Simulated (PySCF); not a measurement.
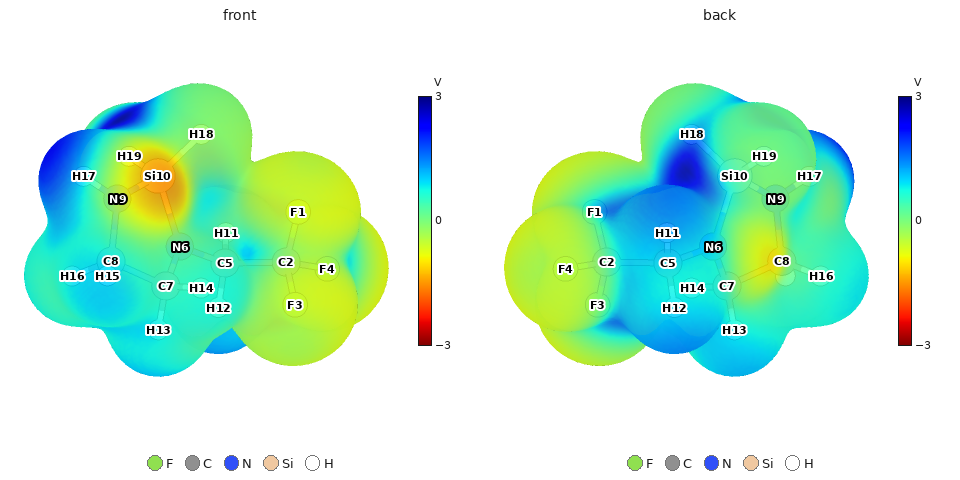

The picture shows: C4H9F3N2Si. The electrostatic potential painted on the density surface at 0.004 e/bohr³, seen from the front and from behind; the colour scale runs from red (negative) to blue (positive).

Geometry: GFN2-xTB.

All numbers below come from PBE0/pcSseg-1, SCF density, gas phase, non-relativistic in PySCF 2.14.0.

```yaml
atoms:
  - { symbol: F, position_ang: [1.9165, 0.4149, 1.5841] }
  - { symbol: C, position_ang: [2.3434, -0.0102, 0.3887] }
  - { symbol: F, position_ang: [2.3985, -1.3492, 0.4554] }
  - { symbol: F, position_ang: [3.6166, 0.4082, 0.2653] }
  - { symbol: C, position_ang: [1.4790, 0.5036, -0.7697] }
  - { symbol: N, position_ang: [0.0866, 0.2990, -0.6023] }
  - { symbol: C, position_ang: [-0.4062, -1.0602, -0.6722] }
  - { symbol: C, position_ang: [-1.9290, -0.9518, -0.6565] }
  - { symbol: N, position_ang: [-2.2324, 0.1496, 0.2338] }
  - { symbol: Si, position_ang: [-0.9924, 1.3355, 0.2661] }
  - { symbol: H, position_ang: [1.6749, 1.5757, -0.8451] }
  - { symbol: H, position_ang: [1.8518, 0.0029, -1.6749] }
  - { symbol: H, position_ang: [-0.0485, -1.5425, -1.5881] }
  - { symbol: H, position_ang: [-0.0696, -1.6558, 0.1853] }
  - { symbol: H, position_ang: [-2.3814, -1.8762, -0.2855] }
  - { symbol: H, position_ang: [-2.3028, -0.7665, -1.6724] }
  - { symbol: H, position_ang: [-3.2129, 0.3504, 0.3275] }
  - { symbol: H, position_ang: [-0.6986, 1.6412, 1.6635] }
  - { symbol: H, position_ang: [-1.1032, 2.5406, -0.5651] }
```

> Where is the surface potential most negative and most positive?

The most negative region (about −1.4 V, or −32 kcal/mol for a unit charge) lies over N9, the most positive (about +2.5 V, or +58 kcal/mol for a unit charge) over Si10. N9 is the likeliest acceptor of a hydrogen bond.

> How polar is the molecule by this calculation?

Its dipole moment is 2.78 D.
